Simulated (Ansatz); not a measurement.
# The perfect GaP wire along [110], 16 atoms a period, H-terminated

Wanted: the relaxed geometry and the bands of the GaP wire along [110], 16 atoms a period, H-terminated.

Main program and level: Ansatz 0.2.0; DFT PBE, plane waves, PAW; relaxation of a wire's period; PAW set soft_1, in the first sound run; inputs show where later runs differ.

## Step 1: The starting structure

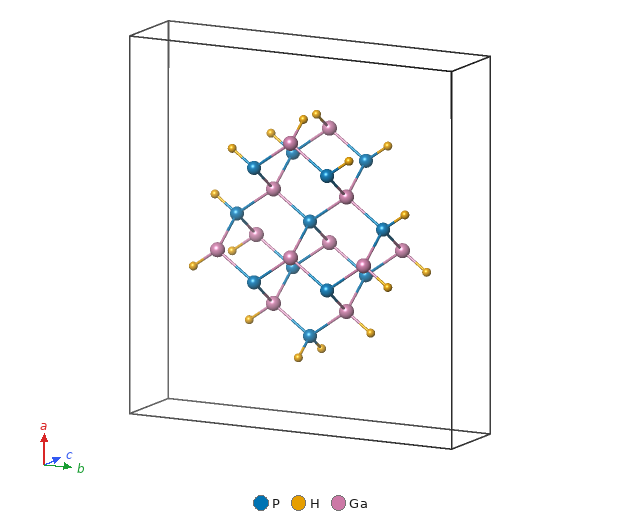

Start, viewed at a slant to the c axis; phosphorus blue, hydrogen orange, gallium pink. Some periodic images of atoms are drawn too.

The cell holds 28 atoms: 8 P, 12 H and 8 Ga. Its edges and angles: a = 18.180 Å, b = 17.172 Å, c = 3.896 Å, α = 90.0°, β = 90.0°, γ = 90.0°. Vacuum lies along a and b. The structure's axis is c.

## Step 2: Relaxation of atoms and period

Band widths follow the bond lengths, so the wire is relaxed first. The atoms and the third cell vector are free; the box across stays fixed as vacuum. A Fermi-Dirac smearing is set since the result may be a metal. The pressure printed is a third of the stress's trace over the whole box, vacuum included; only the stress along the axis is relaxed.

Contents of input.yaml:

```yaml
crystal:
  lattice:
    - [18.18, 0.0, 0.0]
    - [0.0, 17.172, 0.0]
    - [0.0, 0.0, 3.8961583643]
  atoms:
    - { symbol: P, position: [0.383971996, 0.386567888, 0.0] }
    - { symbol: H, position: [0.409565317, 0.197996739, 0.0] }
    - { symbol: Ga, position: [0.459742073, 0.273122793, 0.0] }
    - { symbol: Ga, position: [0.459742073, 0.500012984, 0.0] }
    - { symbol: P, position: [0.687052304, 0.386567888, 0.0] }
    - { symbol: H, position: [0.732465444, 0.318574055, 0.0] }
    - { symbol: Ga, position: [0.762822381, 0.500012984, 0.0] }
    - { symbol: H, position: [0.187018702, 0.500012984, 0.200322728] }
    - { symbol: H, position: [0.812999137, 0.500012984, 0.331111951] }
    - { symbol: P, position: [0.232431842, 0.500012984, 0.5] }
    - { symbol: H, position: [0.258025163, 0.311441835, 0.5] }
    - { symbol: H, position: [0.258025163, 0.688584134, 0.5] }
    - { symbol: Ga, position: [0.308201919, 0.386567888, 0.5] }
    - { symbol: Ga, position: [0.308201919, 0.61345808, 0.5] }
    - { symbol: P, position: [0.53551215, 0.273122793, 0.5] }
    - { symbol: P, position: [0.53551215, 0.726903175, 0.5] }
    - { symbol: P, position: [0.53551215, 0.500012984, 0.5] }
    - { symbol: H, position: [0.58092529, 0.205128959, 0.5] }
    - { symbol: H, position: [0.58092529, 0.794897009, 0.5] }
    - { symbol: Ga, position: [0.611282227, 0.386567888, 0.5] }
    - { symbol: Ga, position: [0.611282227, 0.61345808, 0.5] }
    - { symbol: H, position: [0.812999137, 0.500012984, 0.668888049] }
    - { symbol: H, position: [0.187018702, 0.500012984, 0.799677272] }
    - { symbol: P, position: [0.383971996, 0.61345808, 0.0] }
    - { symbol: H, position: [0.409565317, 0.802029229, 0.0] }
    - { symbol: Ga, position: [0.459742073, 0.726903175, 0.0] }
    - { symbol: P, position: [0.687052304, 0.61345808, 0.0] }
    - { symbol: H, position: [0.732465444, 0.681451913, 0.0] }
kpoints:
  mp_grid: { grid: [1, 1, 21] }
scf:
  occupations: { method: fermi_dirac, width: 0.05 }
hamiltonian:
  xc: pbe
  pseudopotentials: { kind: paw, azcp: { folder: soft_1 } }
relax:
  cell: { fix: [a, b, alpha, beta, gamma] }
  max_steps: 45
  f_tol: 0.03
```

Launch:

```console
$ ansatz run input.yaml --threads 4 --pin off --max-ram 16384MiB --backend cpu --events-out ev --progress --plain --runs-dir out
```

Numbers of over 12 decimals in the logs are rounded to 6 here.

The log of the run:

```text
Engine: ansatz 0.2.0, aarch64-unknown-linux-gnu
Pseudopotentials: kind: paw
Pseudopotential: P, paw, valence charge 5, recommended cutoff 420 eV (normal), soft_1/P.paw.azcp
Pseudopotential: H, paw, valence charge 1, recommended cutoff 420 eV (normal), soft_1/H.paw.azcp
Pseudopotential: Ga, paw, valence charge 13, recommended cutoff 420 eV (normal), soft_1/Ga.paw.azcp
Functional definition: PBE
  parameter kappa = 0.804
  parameter beta = 0.066725
  exchange = pbe_x(kappa = kappa, mu = beta*pi^2/3)
  correlation = pbe_c(beta = beta)
Crystal: 28 atoms, lattice volume = 1216.330 Å³
Basis set: ecut = 420 eV, 23797 PW (Γ), exchange–correlation on 250×240×54 points (8 copies of the dense FFT grid, shifted against one another)
Bands: 106, of which v1, the nominal top of the filled ones, is band 78 counted from 1 (77 counted from 0)
Symmetry: 4 space group operations
Space group: Pmm2 (ITA 25), of the structure as read, at distance tolerance 1.1e-4 Å
k-points: 11 of 21
Non-local potential: P, projectors of the file, l = 0: 2, l = 1: 2, l = 2: 1
Non-local potential: H, projectors of the file, l = 0: 2, l = 1: 1
Non-local potential: Ga, projectors of the file, l = 0: 2, l = 1: 2, l = 2: 3, l = 3: 1
PAW form: soft (Blöchl's): semilocal exchange-correlation on the pseudo side does not see the compensation charge
PAW one-centre angular grid: P, 110 points (default); XC on 64 Gauss nodes
PAW one-centre angular grid: H, 110 points (default); XC on 64 Gauss nodes
PAW one-centre angular grid: Ga, 590 points (default); XC on 64 Gauss nodes
Initial density: superposition of atomic densities (neutral atoms: chi_scale 0, normalization atom)
Initial wavefunctions: pseudopotential atomic-orbital guess
Functional: x = pbe(κ = 0.804, μ = 0.219515), c = pbe(β = 0.066725)
SCF iter   1: F=—  HF=-36507.713207 eV  |F-HF|=—  |Δ(HF+E_count)|=         —  Δρ=3.69e-2  dr2=1.67e1  ethr=3.10e-3  ⟨swp⟩=9.1  Hψ=5897  notcnv=0  defer=51
preconditioner: auto → Resta (q_TF=auto, 1.937 Å⁻¹)  ε∞=1.9  [insulator: Δε(μ)=2.178 eV  Ē_g=13.814 eV  σ=0.050 eV  W_gap=1.00  n_scr=146 (ndim 8)  ℏωp=13.3 eV  f_vac=0.571  D(μ)=0.00/eV (n_scr^D=0)  ε∞_Penn≈1.9  vacuum switching on, ρ_ref=1.4e-2 e/Å³]
SCF iter   2: F=—  HF=-36503.319749 eV  |F-HF|=—  |Δ(HF+E_count)|=    4.39e0  Δρ=1.70e-2  dr2=2.96e0  ethr=3.10e-3  ⟨swp⟩=4.0  Hψ=2639  notcnv=0  defer=221
SCF iter   3: F=—  HF=-36502.749564 eV  |F-HF|=—  |Δ(HF+E_count)|=   5.70e-1  Δρ=4.39e-3  dr2=4.59e-1  ethr=1.90e-3  ⟨swp⟩=3.5  Hψ=2404  notcnv=0  defer=185
SCF iter   4: F=—  HF=-36502.621188 eV  |F-HF|=—  |Δ(HF+E_count)|=   1.28e-1  Δρ=1.63e-3  dr2=5.20e-2  ethr=2.94e-4  ⟨swp⟩=4.5  Hψ=2147  notcnv=0  defer=185
SCF iter   5: F=—  HF=-36502.618616 eV  |F-HF|=—  |Δ(HF+E_count)|=   2.57e-3  Δρ=6.19e-4  dr2=6.83e-3  ethr=3.33e-5  ⟨swp⟩=3.9  Hψ=1980  notcnv=0  defer=165
SCF iter   6: F=—  HF=-36502.619557 eV  |F-HF|=—  |Δ(HF+E_count)|=   9.40e-4  Δρ=2.47e-4  dr2=1.74e-3  ethr=4.38e-6  ⟨swp⟩=2.0  Hψ=1714  notcnv=0  defer=165
SCF iter   7: F=—  HF=-36502.619986 eV  |F-HF|=—  |Δ(HF+E_count)|=   4.29e-4  Δρ=1.56e-4  dr2=1.42e-3  ethr=1.12e-6  ⟨swp⟩=2.0  Hψ=1277  notcnv=0  defer=165
SCF iter   8: F=—  HF=-36502.619902 eV  |F-HF|=—  |Δ(HF+E_count)|=   8.44e-5  Δρ=5.94e-5  dr2=5.54e-5  ethr=9.11e-7  ⟨swp⟩=2.0  Hψ=1094  notcnv=0  defer=165
SCF iter   9: F=—  HF=-36502.619791 eV  |F-HF|=—  |Δ(HF+E_count)|=   1.11e-4  Δρ=2.42e-5  dr2=1.19e-5  ethr=3.55e-8  ⟨swp⟩=2.6  Hψ=1975  notcnv=0  defer=165
SCF iter  10: F=—  HF=-36502.619800 eV  |F-HF|=—  |Δ(HF+E_count)|=   8.62e-6  Δρ=7.99e-6  dr2=1.54e-6  ethr=7.60e-9  ⟨swp⟩=2.0  Hψ=1404  notcnv=0  defer=165
SCF iter  11: F=-36502.619800 eV  HF=-36502.619800 eV  |F-HF|=5.04e-8  |Δ(HF+E_count)|=   6.89e-7  Δρ=2.39e-6  dr2=9.30e-8  ethr=6.41e-11  ⟨swp⟩=4.0  Hψ=4634  notcnv=0
SCF 1 converged in 11 iterations: F = -36502.619800 eV  dr2 = 9.30e-8
  greatest PAW one-centre occupation: 0.994 electrons in one spin orbital (limit 2), on the Ga atom at site 12 (counted from 0), in its partial waves of l = 2
relax step   1: F+E_penalty+E_count = -36502.61980044 eV  Δ(F+E_penalty+E_count) = +0.000e0 eV  max|allowed force component| = 1.391e0 eV/Å  Δτ_max = 0.0000 Å  P = +0.153 GPa  Ω = 1216.330 Å³  fix = [a, b, alpha, beta, gamma]  reactions: a -0.127, b -0.196 GPa  (11 SCF iters, dr2 threshold 1.00e-7 eV, accepted)
Crystal: 28 atoms, lattice volume = 1240.390 Å³
Basis set: ecut = 420 eV, 24265 PW (Γ), exchange–correlation on 250×240×54 points (8 copies of the dense FFT grid, shifted against one another)
Initial density: handed on by an earlier stage of this run
Initial wavefunctions: those handed on with the density
iter 1 solved again at ethr=4.58e-4 eV; its pass at ethr=3.10e-3 eV (dr2=7.15e-1 eV) is discarded
SCF iter   1: F=—  HF=-36503.470457 eV  |F-HF|=—  |Δ(HF+E_count)|=         —  Δρ=1.01e-2  dr2=7.19e-1  ethr=4.58e-4  ⟨swp⟩=4.3  Hψ=6944  notcnv=0  defer=3
preconditioner: auto → Resta (q_TF=auto, 1.931 Å⁻¹)  ε∞=1.9  [insulator: Δε(μ)=0.621 eV  Ē_g=13.888 eV  σ=0.050 eV  W_gap=1.00  n_scr=158 (ndim 8)  ℏωp=13.2 eV  f_vac=0.617  D(μ)=0.01/eV (n_scr^D=0)  ε∞_Penn≈1.9  vacuum switching on, ρ_ref=1.4e-2 e/Å³]
SCF iter   2: F=—  HF=-36503.361702 eV  |F-HF|=—  |Δ(HF+E_count)|=   1.09e-1  Δρ=4.89e-3  dr2=1.48e-1  ethr=4.58e-4  ⟨swp⟩=4.3  Hψ=2269  notcnv=0  defer=1
SCF iter   3: F=—  HF=-36503.361994 eV  |F-HF|=—  |Δ(HF+E_count)|=   2.92e-4  Δρ=1.35e-3  dr2=6.91e-2  ethr=9.46e-5  ⟨swp⟩=3.0  Hψ=1768  notcnv=0  defer=186
SCF iter   4: F=—  HF=-36503.350780 eV  |F-HF|=—  |Δ(HF+E_count)|=   1.12e-2  Δρ=2.96e-4  dr2=1.67e-3  ethr=4.43e-5  ⟨swp⟩=2.5  Hψ=1322  notcnv=0  defer=186
SCF iter   5: F=—  HF=-36503.350697 eV  |F-HF|=—  |Δ(HF+E_count)|=   8.24e-5  Δρ=1.05e-4  dr2=2.43e-4  ethr=1.07e-6  ⟨swp⟩=2.0  Hψ=1913  notcnv=0  defer=204
SCF iter   6: F=—  HF=-36503.350688 eV  |F-HF|=—  |Δ(HF+E_count)|=   9.58e-6  Δρ=3.96e-5  dr2=3.45e-5  ethr=1.56e-7  ⟨swp⟩=2.0  Hψ=1733  notcnv=0  defer=204
SCF iter   7: F=—  HF=-36503.350691 eV  |F-HF|=—  |Δ(HF+E_count)|=   2.78e-6  Δρ=1.39e-5  dr2=3.79e-6  ethr=2.21e-8  ⟨swp⟩=2.7  Hψ=1989  notcnv=0  defer=204
SCF iter   8: F=-36503.350691 eV  HF=-36503.350691 eV  |F-HF|=1.46e-7  |Δ(HF+E_count)|=   8.28e-7  Δρ=4.82e-6  dr2=2.95e-7  ethr=1.79e-9  ⟨swp⟩=5.1  Hψ=3837  notcnv=0
SCF 2 converged in 8 iterations: F = -36503.350691 eV  dr2 = 2.95e-7
  greatest PAW one-centre occupation: 0.994 electrons in one spin orbital (limit 2), on the Ga atom at site 13 (counted from 0), in its partial waves of l = 2
[...]
relax step   6: F+E_penalty+E_count = -36503.39447162 eV  Δ(F+E_penalty+E_count) = -3.336e-3 eV  max|allowed force component| = 6.255e-3 eV/Å  Δτ_max = 0.0290 Å  P = -0.003 GPa  Ω = 1248.620 Å³  energy of the carried Pulay correction = -4.390e-3 eV  fix = [a, b, alpha, beta, gamma]  reactions: a -0.011, b +0.006 GPa  (10 SCF iters, accepted)
Initial wavefunctions: pseudopotential atomic-orbital guess (no wavefunctions were taken with the density)
iter 1 solved again at ethr=2.90e-6 eV; its pass at ethr=3.10e-3 eV (dr2=4.53e-3 eV) is discarded
SCF iter   1: F=—  HF=-36503.371865 eV  |F-HF|=—  |Δ(HF+E_count)|=         —  Δρ=2.13e-4  dr2=1.50e-5  ethr=2.90e-6  ⟨swp⟩=5.5  Hψ=9961  notcnv=0
eigensolver tolerance schedule: the retry pair's looser diagonalisation over-reported the residual by 301.37 of it (diagonalisation noise at 0.39 of the residual, at the tolerance the schedule requests for it); recorded, not acted on — ethr = c·dr2/N_el stays at c = 1.0e-1
preconditioner: auto → Resta (q_TF=auto, 1.929 Å⁻¹)  ε∞=1.9  [insulator: Δε(μ)=0.953 eV  Ē_g=13.895 eV  σ=0.050 eV  W_gap=1.00  n_scr=158 (ndim 8)  ℏωp=13.1 eV  f_vac=0.616  D(μ)=0.00/eV (n_scr^D=0)  ε∞_Penn≈1.9  vacuum switching on, ρ_ref=1.4e-2 e/Å³]
SCF iter   2: F=—  HF=-36503.390214 eV  |F-HF|=—  |Δ(HF+E_count)|=   1.83e-2  Δρ=1.07e-4  dr2=4.84e-6  ethr=9.60e-9  ⟨swp⟩=3.1  Hψ=2651  notcnv=0  defer=4
SCF iter   3: F=—  HF=-36503.398785 eV  |F-HF|=—  |Δ(HF+E_count)|=   8.57e-3  Δρ=1.97e-5  dr2=1.52e-6  ethr=3.10e-9  ⟨swp⟩=3.5  Hψ=2688  notcnv=0  defer=4
SCF iter   4: F=—  HF=-36503.399317 eV  |F-HF|=—  |Δ(HF+E_count)|=   5.32e-4  Δρ=2.57e-6  dr2=7.02e-8  ethr=9.77e-10  ⟨swp⟩=2.6  Hψ=2378  notcnv=0  defer=6
SCF iter   5: F=—  HF=-36503.399329 eV  |F-HF|=—  |Δ(HF+E_count)|=   1.19e-5  Δρ=8.18e-7  dr2=1.12e-8  ethr=4.50e-11  ⟨swp⟩=2.0  Hψ=1468  notcnv=0  defer=6
SCF iter   6: F=—  HF=-36503.399330 eV  |F-HF|=—  |Δ(HF+E_count)|=   9.08e-7  Δρ=3.66e-7  dr2=2.56e-9  ethr=7.18e-12  ⟨swp⟩=2.0  Hψ=1711  notcnv=0  defer=7
SCF iter   7: F=-36503.399330 eV  HF=-36503.399330 eV  |F-HF|=4.13e-8  |Δ(HF+E_count)|=   3.72e-7  Δρ=1.06e-7  dr2=1.69e-10  ethr=1.00e-12  ⟨swp⟩=4.2  Hψ=4849  notcnv=0
SCF 7 converged in 7 iterations: F = -36503.399330 eV  dr2 = 1.69e-10
relax step   7: F+E_penalty+E_count = -36503.39933010 eV  Δ(F+E_penalty+E_count) = -4.858e-3 eV  max|allowed force component| = 6.250e-3 eV/Å  Δτ_max = 0.0000 Å  P = -0.001 GPa  Ω = 1248.620 Å³  fix = [a, b, alpha, beta, gamma]  reactions: a -0.010, b +0.007 GPa  stress off target by 7.41e-4 GPa on what of the cell is left free  SCF on the basis re-selected at this cell (its energy is not comparable with the rows above)  (7 SCF iters)
basis re-selected at this cell: Δ(F+E_penalty+E_count) = -4.858e-3 eV, ΔP = +0.002 GPa vs the last step (what re-selecting the basis moved, of the pressure what is left beyond the Pulay correction that the steps carried, after the strain that the cell walked since its last selection, with what the two solves' SCF thresholds leave and, on support functions, any second-order correction that the steps lacked; it is no m [...]
SCF converged after 7 iterations
Free energy (F): -36503.399330 eV
Harris-Foulkes:  -36503.399330 eV  (|F-HF|=4.13e-8)
Internal energy: -36503.399321 eV  (E = F + TS)
E sigma→0 (E₀):  -36503.399326 eV
Entropy (-TS):   -0.000009 eV (-0.000 meV/atom)
Fermi energy:    -0.292635 eV
--- Per-component energies (eV) ---
  E_band       = -1769.177331
  E_kinetic    = 1596.179128
  E_local      = -63346.111272  (includes V_loc(G=0)·N_el)
  E_nonlocal   = -476.546308
  E_hartree    = 32426.259590
  E_xc         = -1190.826690
  E_vxc        = -1065.416363  (∫ρ·V_xc dr)
  E_paw        = -20405.920772  (= ΣΔE_a)
  E_vpaw       = -3329.789192  (= ΣTr[D̂ρ^β])
  E_aug_tail   = -0.013228  (compensation charges beyond the density's cutoff)
  E_ewald      = 14893.580229
  E_smearing   = -0.000009  (= −TS)
  E_closure    = -0.000000  (closes the sum)
  Σ components = -36503.399330   (vs F -36503.399330, Δ=0.00e0)
--- Forces (eV/Å), atoms counted from 1 ---
  atom   1  P      0.00073645    -0.00625042     0.00000000
  atom   2  H      0.00167089     0.00051309     0.00000000
  atom   3  Ga    -0.00156560    -0.00025109     0.00000000
  atom   4  Ga     0.00158351     0.00000000     0.00000000
  atom   5  P      0.00221628    -0.00085699     0.00000000
  atom   6  H     -0.00092657    -0.00176207     0.00000000
  atom   7  Ga    -0.00212563     0.00000000     0.00000000
  atom   8  H     -0.00006176     0.00000000    -0.00083284
  atom   9  H     -0.00230969     0.00000000     0.00209281
  atom  10  P      0.00018741     0.00000000     0.00000000
  atom  11  H     -0.00103567     0.00083191     0.00000000
  atom  12  H     -0.00103567    -0.00083191     0.00000000
  atom  13  Ga    -0.00003997    -0.00393853     0.00000000
  atom  14  Ga    -0.00003997     0.00393853     0.00000000
  atom  15  P      0.00096790     0.00107122     0.00000000
  atom  16  P      0.00096790    -0.00107122     0.00000000
  atom  17  P      0.00284847     0.00000000     0.00000000
  atom  18  H      0.00095482     0.00052139     0.00000000
  atom  19  H      0.00095482    -0.00052139     0.00000000
  atom  20  Ga    -0.00185145     0.00452397     0.00000000
  atom  21  Ga    -0.00185145    -0.00452397     0.00000000
  atom  22  H     -0.00230969     0.00000000    -0.00209281
  atom  23  H     -0.00006176     0.00000000     0.00083284
  atom  24  P      0.00073645     0.00625042     0.00000000
  atom  25  H      0.00167089    -0.00051309     0.00000000
  atom  26  Ga    -0.00156560     0.00025109     0.00000000
  atom  27  P      0.00221628     0.00085699     0.00000000
  atom  28  H     -0.00092657     0.00176207     0.00000000
  max |Σ_I F_I| component: 5.03e-6 eV/Å
--- Stress (GPa, compression-positive) ---
       -0.009760       0.000000       0.000000
        0.000000       0.006927       0.000000
        0.000000       0.000000      -0.000741
  P = ⅓ Tr σ = -0.0012 GPa (-0.012 kbar)
--- Relaxed structure (6 steps of the walk, 5 accepted, 1 SCFs on fresh bases) ---
  F+E_penalty+E_count = -36503.39933010 eV   max|allowed force component| = 6.250e-3 eV/Å   (the final SCF, on the basis selected at the relaxed cell)
  cell:  # Å, volume = 1248.6202 Å³
    - [18.18, 0.0, 0.0]
    - [0.0, 17.172, 0.0]
    - [0.0, 0.0, 3.999591]
  atoms:
    - { symbol: P, position: [0.384423, 0.385394, 0] }
    - { symbol: H, position: [0.410367, 0.192546, 0] }
    - { symbol: Ga, position: [0.456607, 0.269305, 0] }
    - { symbol: Ga, position: [0.458445, 0.500013, 0] }
    - { symbol: P, position: [0.683571, 0.395657, 0] }
    - { symbol: H, position: [0.723897, 0.324470, 0] }
    - { symbol: Ga, position: [0.773776, 0.500013, 0] }
    - { symbol: H, position: [0.194021, 0.500013, 0.236475] }
    - { symbol: H, position: [0.817964, 0.500013, 0.326427] }
    - { symbol: P, position: [0.246263, 0.500013, 0.500000] }
    - { symbol: H, position: [0.256022, 0.306861, 0.500000] }
    - { symbol: H, position: [0.256022, 0.693165, 0.500000] }
    - { symbol: Ga, position: [0.311134, 0.376660, 0.500000] }
    - { symbol: Ga, position: [0.311134, 0.623366, 0.500000] }
    - { symbol: P, position: [0.530530, 0.279288, 0.500000] }
    - { symbol: P, position: [0.530530, 0.720738, 0.500000] }
    - { symbol: P, position: [0.532971, 0.500013, 0.500000] }
    - { symbol: H, position: [0.577175, 0.212594, 0.500000] }
    - { symbol: H, position: [0.577175, 0.787432, 0.500000] }
    - { symbol: Ga, position: [0.610578, 0.388458, 0.500000] }
    - { symbol: Ga, position: [0.610578, 0.611568, 0.500000] }
    - { symbol: H, position: [0.817964, 0.500013, 0.673573] }
    - { symbol: H, position: [0.194021, 0.500013, 0.763525] }
    - { symbol: P, position: [0.384423, 0.614632, 0] }
    - { symbol: H, position: [0.410367, 0.807480, 0] }
    - { symbol: Ga, position: [0.456607, 0.730721, 0] }
    - { symbol: P, position: [0.683571, 0.604369, 0] }
    - { symbol: H, position: [0.723897, 0.675556, 0] }
```

It took 5.3 min on 4 threads of Arm Neoverse V1, shared host; peak memory 3.1 GiB; 21 min of CPU time.

(Continued in part 2 of 3.)

[Logs are printed without paths, hosts, clocks, repeated set-up lines and the standing remarks that a program may print on its own settings, such as how far it seeks lower states.]

[Hosts, paths, dates, database ids (printed as entryN), source tags and the programs' standing remarks are cut or masked in the printed files.]
